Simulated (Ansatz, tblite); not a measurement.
# (HZn-mu-OH)2 (Zn2H4O2): charged states by level of theory

What does removing an electron cost or gain for (HZn-mu-OH)2 (Zn2H4O2)? Each charged state is run at several levels.

Method: as each input shows; program: Ansatz 0.2.0, Gaussian basis.

Levels to be run: charge +1 doublet, at the geometry of the singlet (PBE0-D4/def2-TZVP, PBE-D4/def2-TZVP, r2SCAN-D4/def2-TZVP); charge +1 doublet, relaxed (PBE0-D4/def2-TZVP, PBE-D4/def2-TZVP); the starting singlet's energies come from earlier runs.

## Step 1: The relaxed structure

The geometry is that of the singlet, from an earlier relaxation (r2SCAN-D4/def2-SVP).

8 atoms, charge 0, spin multiplicity 1.

Atoms are counted from 1 here; the program's logs count them from 0.

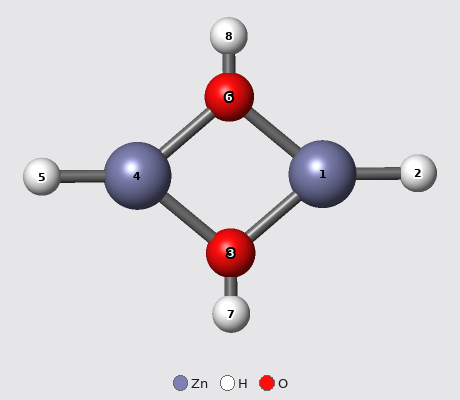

The geometry (zinc blue, hydrogen white, oxygen red); atoms are numbered from 1 in the order of the file.

Coordinates:

```
Zn   -0.62571    1.26610    0.44644
H    -1.27055    2.57252    0.90798
O     0.63316    0.61761   -0.86399
Zn    0.62570   -1.26610   -0.44654
H     1.27210   -2.57232   -0.90645
O    -0.63435   -0.61780    0.86291
H     1.12626    1.09789   -1.53487
H    -1.12661   -1.09791    1.53453
```

## Step 2: Charge +1 doublet at the fixed geometry, first pass, PBE0-D4/def2-SVP

Contents of in.yaml:

```yaml
crystal:
  periodic: [false, false, false]
  atoms:
    - {symbol: Zn, position_ang: [-0.625706, 1.266098, 0.446439]}
    - {symbol: H, position_ang: [-1.270545, 2.572521, 0.907977]}
    - {symbol: O, position_ang: [0.633160, 0.617613, -0.863990]}
    - {symbol: Zn, position_ang: [0.625701, -1.266098, -0.446543]}
    - {symbol: H, position_ang: [1.272099, -2.572321, -0.906453]}
    - {symbol: O, position_ang: [-0.634348, -0.617804, 0.862911]}
    - {symbol: H, position_ang: [1.126259, 1.097894, -1.534874]}
    - {symbol: H, position_ang: [-1.126610, -1.097914, 1.534533]}
basis:
  gaussian: {orbitals: def2-SVP}
total_charge: 1
magnetization: {spin_polarized: true, initial_magnetization: 1}
hamiltonian: {xc: pbe0, dispersion: d4}
output: {orbitals: {seedname: orbitals}}
```

Launch:

```sh
$ ansatz run in.yaml --threads 4 --pin off --events-out ev --progress --plain --max-ram 3916MiB
```

Output:

```text
Functional definition: PBE0
  name "PBE0"
  cite "Adamo & Barone, J. Chem. Phys. 110, 6158 (1999) doi:10.1063/1.478522"
  cite "Perdew, Burke & Ernzerhof, Phys. Rev. Lett. 77, 3865 (1996) doi:10.1103/PhysRevLett.77.3865"
  parent pbe
  parameter a = 0.25
  parameter kappa = 0.804
  parameter beta = 0.06672455060314922
  exchange = (1 - a)*pbe_x(kappa = kappa, mu = beta*pi^2/3) + a*exact_x
  correlation = pbe_c(beta = beta)
1065 factors; integrals over basis functions are off by at most 7.7e-4 eV
mean field evaluation 1: about -100933.3031 eV, gradient 8.1e1 eV
mean field evaluation 2: about -100821.3581 eV, gradient 1.6e2 eV
mean field evaluation 4: about -100955.5480 eV, gradient 1.3e1 eV
mean field evaluation 8: about -100956.1654 eV, gradient 5.7e-1 eV
mean field evaluation 16: about -100956.1686 eV, gradient 3.5e-4 eV
mean field evaluation 32: about -100955.9961 eV, gradient 1.2e0 eV
mean field -100956.16856619 eV, -3710.0707642588 hartree, gradient 7.6e-6 eV, S^2 0.765142; 4 other end points of the search recorded, 0 dependent functions left out
reference -100956.16860621 eV, -3710.0707657292 hartree; 40, 39 occupied and 70, 71 virtual orbitals, 1065 factors
Total energy: -100956.28346847 eV, -3710.0749868395 hartree
```

Run time: 6.5 s. Hardware: 4 threads of Intel Xeon Platinum 8259CL at 2.50GHz, shared host.

From the report: HOMO -13.20 eV, LUMO -11.57 eV (over both spins); ⟨S²⟩ 0.765 (pure: 0.75).

## Step 3: Charge +1 doublet at the fixed geometry, PBE0-D4/def2-TZVP

start.molden holds the orbitals of an earlier run on this state, given as this run's starting guess.

Edit in.yaml of step 2 so:

```diff
@@ -12,3 +12,3 @@
 basis:
-  gaussian: {orbitals: def2-SVP}
+  gaussian: {orbitals: def2-TZVP, initial_orbitals: start.molden}
 total_charge: 1
@@ -16,2 +16,3 @@
 hamiltonian: {xc: pbe0, dispersion: d4}
+scf: {omitted_lower_state_checks: [starts]}
 output: {orbitals: {seedname: orbitals}}
```

Same command.

Output:

```text
Functional definition: PBE0
  name "PBE0"
  cite "Adamo & Barone, J. Chem. Phys. 110, 6158 (1999) doi:10.1063/1.478522"
  cite "Perdew, Burke & Ernzerhof, Phys. Rev. Lett. 77, 3865 (1996) doi:10.1103/PhysRevLett.77.3865"
  parent pbe
  parameter a = 0.25
  parameter kappa = 0.804
  parameter beta = 0.06672455060314922
  exchange = (1 - a)*pbe_x(kappa = kappa, mu = beta*pi^2/3) + a*exact_x
  correlation = pbe_c(beta = beta)
these checks for a lower state are left out or cut short: starts
1560 factors; their error is unknown
mean field evaluation 1: about -100970.9923 eV, gradient 1.2e2 eV
mean field evaluation 2: about -100974.4550 eV, gradient 5.4e0 eV
mean field evaluation 4: about -100974.8329 eV, gradient 2.8e-1 eV
mean field evaluation 8: about -100974.8333 eV, gradient 1.7e-5 eV
mean field -100974.83328012 eV, -3710.7566798441 hartree, gradient 1.7e-5 eV, S^2 0.766273; 0 other end points of the search recorded, 0 dependent functions left out
reference -100974.83332146 eV, -3710.7566813633 hartree; 40, 39 occupied and 142, 143 virtual orbitals, 1560 factors
Total energy: -100974.94818372 eV, -3710.7609024736 hartree
Checks for a lower state left out: starts
```

Wall time 9.5 s (4 threads of Intel Xeon Platinum 8259CL at 2.50GHz, shared host); peak memory 0.82 GiB.

HOMO -13.39 eV, LUMO -11.76 eV (over both spins); ⟨S²⟩ 0.766 (pure: 0.75).

## Step 4: Charge +1 doublet at the fixed geometry, PBE-D4/def2-TZVP

Edit in.yaml of step 3 so:

```diff
@@ -15,3 +15,3 @@
 magnetization: {spin_polarized: true, initial_magnetization: 1}
-hamiltonian: {xc: pbe0, dispersion: d4}
+hamiltonian: {xc: pbe, dispersion: d4}
 scf: {omitted_lower_state_checks: [starts]}
```

Same command.

Output:

```text
Functional definition: PBE
  name "PBE"
  cite "Perdew, Burke & Ernzerhof, Phys. Rev. Lett. 77, 3865 (1996) doi:10.1103/PhysRevLett.77.3865"
  parent pbe
  parameter kappa = 0.804
  parameter beta = 0.06672455060314922
  exchange = pbe_x(kappa = kappa, mu = beta*pi^2/3)
  correlation = pbe_c(beta = beta)
these checks for a lower state are left out or cut short: starts
1398 factors; their error is unknown
mean field evaluation 1: about -100973.9828 eV, gradient 9.2e0 eV
mean field evaluation 2: about -100974.2003 eV, gradient 2.7e-1 eV
mean field evaluation 4: about -100974.1825 eV, gradient 3.1e-3 eV
mean field evaluation 8: about -100974.1825 eV, gradient 4.5e-5 eV
mean field -100974.18254340 eV, -3710.7327657108 hartree, gradient 9.1e-6 eV, S^2 0.756061; 0 other end points of the search recorded, 0 dependent functions left out
reference -100974.18259899 eV, -3710.7327677535 hartree; 40, 39 occupied and 142, 143 virtual orbitals, 1398 factors
Total energy: -100974.31947994 eV, -3710.7377980357 hartree
Checks for a lower state left out: starts
```

Run time: 4.7 s. Hardware: 4 threads of Intel Xeon Platinum 8259CL at 2.50GHz, shared host.

Report: HOMO -12.47 eV, LUMO -12.16 eV (over both spins); ⟨S²⟩ 0.756 (pure: 0.75).

## Step 5: Charge +1 doublet at the fixed geometry, r2SCAN-D4/def2-TZVP

Edit in.yaml of step 4 so:

```diff
@@ -15,3 +15,3 @@
 magnetization: {spin_polarized: true, initial_magnetization: 1}
-hamiltonian: {xc: pbe, dispersion: d4}
+hamiltonian: {xc: r2scan, dispersion: d4}
 scf: {omitted_lower_state_checks: [starts]}
```

Same command.

Output:

```text
Functional definition: r2SCAN
  name "r2SCAN"
  cite "Furness, Kaplan, Ning, Perdew & Sun, J. Phys. Chem. Lett. 11, 8208 (2020) doi:10.1021/acs.jpclett.0c02405"
  cite "Furness, Kaplan, Ning, Perdew & Sun, J. Phys. Chem. Lett. 11, 9248 (2020) doi:10.1021/acs.jpclett.0c03077"
  parent r2scan
  parameter k0 = 0.174
  parameter k1 = 0.065
  parameter a1 = 4.9479
  exchange = r2scan_x(k0 = k0, k1 = k1, a1 = a1)
  correlation = r2scan_c
these checks for a lower state are left out or cut short: starts
1398 factors; their error is unknown
mean field evaluation 1: about -100990.4926 eV, gradient 5.3e0 eV
mean field evaluation 2: about -100990.5528 eV, gradient 1.2e-1 eV
mean field evaluation 4: about -100990.5319 eV, gradient 8.2e-4 eV
mean field evaluation 8: about -100990.5319 eV, gradient 1.4e-5 eV
mean field -100990.53192478 eV, -3711.3335943945 hartree, gradient 8.4e-6 eV, S^2 0.760889; 0 other end points of the search recorded, 0 dependent functions left out
reference -100990.53194758 eV, -3711.3335952325 hartree; 40, 39 occupied and 142, 143 virtual orbitals, 1398 factors
Total energy: -100990.56323704 eV, -3711.3347450990 hartree
Checks for a lower state left out: starts
```

It took 9.5 s on 4 threads of Intel Xeon Platinum 8259CL at 2.50GHz, shared host.

HOMO -12.82 eV, LUMO -12.23 eV (over both spins); ⟨S²⟩ 0.761 (pure: 0.75).

## Step 6: Vertical ionisation energy

Charged state less starting state, singlet to doublet; the starting state's energies are those of its earlier runs.

| level | vertical ionisation energy (eV) | time |
| --- | --- | --- |
| PBE-D4/def2-TZVP | +9.39 | 7.6 s |
| r2SCAN-D4/def2-TZVP | +9.56 | 13 s |
| PBE0-D4/def2-TZVP | +9.82 | 13 s |

Times add the two runs; a level without a time comes out of a correlated run.

Beside −ε(HOMO) of the starting state:

| level | −ε(HOMO) (eV) | by difference (eV) | mismatch (eV) |
| --- | --- | --- | --- |
| PBE-D4/def2-TZVP | 6.59 | 9.39 | -2.80 |
| r2SCAN-D4/def2-TZVP | 6.87 | 9.56 | -2.69 |
| PBE0-D4/def2-TZVP | 7.83 | 9.82 | -1.99 |

## Step 7: Relaxing the charge +1 doublet

Edit in.yaml of step 5 so:

```diff
@@ -12,3 +12,3 @@
 basis:
-  gaussian: {orbitals: def2-TZVP, initial_orbitals: start.molden}
+  gaussian: {orbitals: def2-SVP}
 total_charge: 1
@@ -16,3 +16,4 @@
 hamiltonian: {xc: r2scan, dispersion: d4}
-scf: {omitted_lower_state_checks: [starts]}
+scf: {lower_state_search: "off"}
 output: {orbitals: {seedname: orbitals}}
+relax: {f_tol: 0.02, max_steps: 100}
```

Launched as before.

Output, cut to the lines that bear on the results:

```text
Functional definition: r2SCAN
  name "r2SCAN"
  cite "Furness, Kaplan, Ning, Perdew & Sun, J. Phys. Chem. Lett. 11, 8208 (2020) doi:10.1021/acs.jpclett.0c02405"
  cite "Furness, Kaplan, Ning, Perdew & Sun, J. Phys. Chem. Lett. 11, 9248 (2020) doi:10.1021/acs.jpclett.0c03077"
  parent r2scan
[...]
1234 factors; their error is unknown
[...]
mean field -100971.75428389 eV, -3710.6435288199 hartree, gradient 5.5e-6 eV, S^2 0.760038; 0 other end points of the search recorded, 0 dependent functions left out
[...]
reference -100971.75430625 eV, -3710.6435296416 hartree; 40, 39 occupied and 70, 71 virtual orbitals, 1234 factors
relax step   1: F+E_penalty+E_count = -100971.78557336 eV  Δ(F+E_penalty+E_count) = +0.000e0 eV  max|allowed force component| = 9.506e-1 eV/Å  Δτ_max = 0.0000 Å  (21 SCF iters, accepted)
[...]
Total energy: -100971.88599987 eV, -3710.6483692927 hartree
Atom 0 at    -0.531677     1.302959     0.330453 Å, force     0.001507    -0.001095    -0.001888 eV/Å
Atom 1 at    -1.418094     2.296282     1.136223 Å, force    -0.001571    -0.000352     0.001914 eV/Å
Atom 2 at     0.708828     0.690825    -0.965567 Å, force     0.001673     0.001589    -0.002164 eV/Å
Atom 3 at     0.683250    -1.155384    -0.536513 Å, force    -0.000302     0.002552    -0.000593 eV/Å
Atom 4 at     1.035817    -2.669073    -0.614872 Å, force    -0.000783    -0.001937     0.001350 eV/Å
Atom 5 at    -0.592151    -0.577098     0.806587 Å, force    -0.000583    -0.000618     0.000884 eV/Å
Atom 6 at     1.204053     1.173627    -1.640600 Å, force    -0.000371    -0.000465     0.000800 eV/Å
Atom 7 at    -1.090017    -1.062149     1.484288 Å, force     0.000430     0.000326    -0.000304 eV/Å
Dipole moment:     0.037721     0.036829    -0.051575 e Å
Checks for a lower state left out: stability, starts, cluster_reference, orbital_swaps, neighbouring_geometries, increment
```

It took 45 s on 4 threads of Intel Xeon Platinum 8259CL at 2.50GHz, shared host.

Step by step: (the energy doesn't fall at every step)

| step | energy from step 1 (eV) | largest force component (eV/Å) |
| --- | --- | --- |
| 1 | 0.0000 | 0.9506 |
| 2 | -0.0706 | 0.4133 |
| 3 | -0.0736 | 0.3319 |
| 4 | -0.0793 | 0.0117 |
| 5 | -0.0795 | 0.0111 |
| 6 | -0.0800 | 0.0183 |
| 7 | -0.0801 | 0.0118 |
| 8 | -0.0812 | 0.0715 |
| 9 | -0.0830 | 0.1016 |
| 10 | -0.0868 | 0.1259 |
| 11 | -0.0935 | 0.1352 |
| 12 | -0.0805 | 0.3524 |
| 13 | -0.1001 | 0.0345 |
| 14 | -0.1004 | 0.0026 |

The force was under the threshold of 0.02 eV/Å already at step 4, but the program went on to step 14.

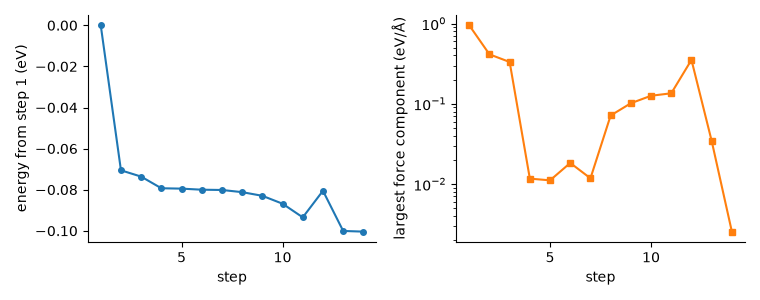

Energy and force, step by step.

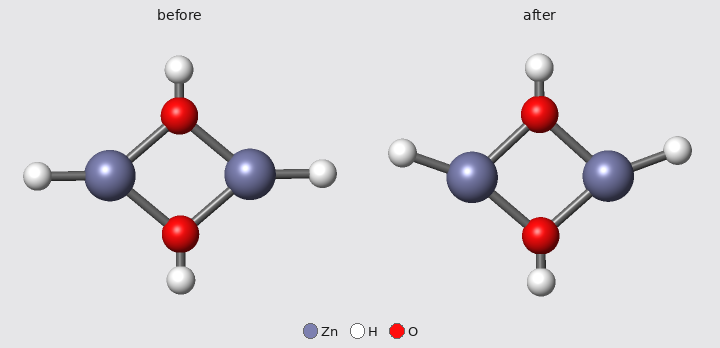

The geometry before (left) and after (right).

Distances of close pairs at the start and the end, largest changes first:

| bond | before (Å) | after (Å) | change (Å) |
| --- | --- | --- | --- |
| O3–Zn4 | 1.929 | 1.896 | -0.034 |
| Zn1–O3 | 1.929 | 1.896 | -0.034 |
| Zn4–H5 | 1.528 | 1.556 | +0.028 |
| Zn1–H2 | 1.528 | 1.556 | +0.028 |
| Zn1–O6 | 1.929 | 1.940 | +0.011 |
| Zn4–O6 | 1.929 | 1.940 | +0.011 |
| O6–H8 | 0.961 | 0.971 | +0.010 |
| O3–H7 | 0.961 | 0.966 | +0.005 |

## Step 8: Charge +1 doublet, PBE0-D4/def2-TZVP

Contents of in.yaml:

```yaml
crystal:
  periodic: [false, false, false]
  atoms:
    - {symbol: Zn, position_ang: [-0.531677, 1.302959, 0.330453]}
    - {symbol: H, position_ang: [-1.418094, 2.296282, 1.136223]}
    - {symbol: O, position_ang: [0.708828, 0.690825, -0.965567]}
    - {symbol: Zn, position_ang: [0.683250, -1.155384, -0.536513]}
    - {symbol: H, position_ang: [1.035817, -2.669073, -0.614872]}
    - {symbol: O, position_ang: [-0.592151, -0.577098, 0.806587]}
    - {symbol: H, position_ang: [1.204053, 1.173627, -1.640600]}
    - {symbol: H, position_ang: [-1.090017, -1.062149, 1.484288]}
basis:
  gaussian: {orbitals: def2-TZVP, initial_orbitals: start.molden}
total_charge: 1
magnetization: {spin_polarized: true, initial_magnetization: 1}
hamiltonian: {xc: pbe0, dispersion: d4}
scf: {omitted_lower_state_checks: [starts]}
output: {orbitals: {seedname: orbitals}}
```

Launched as before.

Output:

```text
Functional definition: PBE0
  name "PBE0"
  cite "Adamo & Barone, J. Chem. Phys. 110, 6158 (1999) doi:10.1063/1.478522"
  cite "Perdew, Burke & Ernzerhof, Phys. Rev. Lett. 77, 3865 (1996) doi:10.1103/PhysRevLett.77.3865"
  parent pbe
  parameter a = 0.25
  parameter kappa = 0.804
  parameter beta = 0.06672455060314922
  exchange = (1 - a)*pbe_x(kappa = kappa, mu = beta*pi^2/3) + a*exact_x
  correlation = pbe_c(beta = beta)
these checks for a lower state are left out or cut short: starts
1560 factors; their error is unknown
mean field evaluation 1: about -100971.0750 eV, gradient 1.2e2 eV
mean field evaluation 2: about -100974.5457 eV, gradient 5.1e0 eV
mean field evaluation 4: about -100974.9359 eV, gradient 3.2e-1 eV
mean field evaluation 8: about -100974.9367 eV, gradient 3.9e-5 eV
mean field -100974.93667157 eV, -3710.7604794098 hartree, gradient 3.9e-5 eV, S^2 0.766822; 0 other end points of the search recorded, 0 dependent functions left out
reference -100974.93671207 eV, -3710.7604808981 hartree; 40, 39 occupied and 142, 143 virtual orbitals, 1560 factors
Total energy: -100975.05215001 eV, -3710.7647231643 hartree
Checks for a lower state left out: starts
```

Wall time 9.5 s (4 threads of Intel Xeon Platinum 8259CL at 2.50GHz, shared host); peak memory 0.82 GiB.

From the report: HOMO -13.25 eV, LUMO -11.39 eV (over both spins); ⟨S²⟩ 0.767 (pure: 0.75).

## Step 9: Charge +1 doublet, PBE-D4/def2-TZVP

Edit in.yaml of step 8 so:

```diff
@@ -15,3 +15,3 @@
 magnetization: {spin_polarized: true, initial_magnetization: 1}
-hamiltonian: {xc: pbe0, dispersion: d4}
+hamiltonian: {xc: pbe, dispersion: d4}
 scf: {omitted_lower_state_checks: [starts]}
```

Launched as before.

Output:

```text
Functional definition: PBE
  name "PBE"
  cite "Perdew, Burke & Ernzerhof, Phys. Rev. Lett. 77, 3865 (1996) doi:10.1103/PhysRevLett.77.3865"
  parent pbe
  parameter kappa = 0.804
  parameter beta = 0.06672455060314922
  exchange = pbe_x(kappa = kappa, mu = beta*pi^2/3)
  correlation = pbe_c(beta = beta)
these checks for a lower state are left out or cut short: starts
1398 factors; their error is unknown
mean field evaluation 1: about -100974.0607 eV, gradient 9.2e0 eV
mean field evaluation 2: about -100974.2793 eV, gradient 2.7e-1 eV
mean field evaluation 4: about -100974.2629 eV, gradient 1.8e-3 eV
mean field evaluation 8: about -100974.2629 eV, gradient 4.1e-5 eV
mean field -100974.26288584 eV, -3710.7357182409 hartree, gradient 4.1e-5 eV, S^2 0.756140; 0 other end points of the search recorded, 0 dependent functions left out
reference -100974.26294025 eV, -3710.7357202406 hartree; 40, 39 occupied and 142, 143 virtual orbitals, 1398 factors
Total energy: -100974.40056119 eV, -3710.7407777168 hartree
Checks for a lower state left out: starts
```

Wall time 4.2 s (4 threads of Intel Xeon Platinum 8259CL at 2.50GHz, shared host).

HOMO -12.68 eV, LUMO -11.86 eV (over both spins); ⟨S²⟩ 0.756 (pure: 0.75).

## Step 10: Adiabatic ionisation energy

Charged state less starting state, singlet to doublet; the starting state's energies are those of its earlier runs.

| level | adiabatic ionisation energy (eV) | time |
| --- | --- | --- |
| PBE-D4/def2-TZVP | +9.31 | 7.1 s |
| PBE0-D4/def2-TZVP | +9.71 | 13 s |

Times add the two runs; a level without a time comes out of a correlated run.

## Step 11: Summary of results

| quantity | value |
| --- | --- |
| vertical ionisation energy, functionals in def2-TZVP | 9.39 (PBE-D4) to 9.82 eV (PBE0-D4) |
| adiabatic ionisation energy, functionals in def2-TZVP | 9.31 (PBE-D4) to 9.71 eV (PBE0-D4) |
| relaxation of the cation side, PBE-D4/def2-TZVP | 0.08 eV |

In words: The vertical ionisation energy spans 9.39 to 9.82 eV over the functionals. −ε(HOMO) misses the level's own difference by -1.99 eV at best (PBE0-D4) and -2.80 eV at worst (PBE-D4). The adiabatic ionisation energy spans 9.31 to 9.71 eV over the functionals. Relaxing the oxidised state gains 0.08 eV at PBE-D4/def2-TZVP.
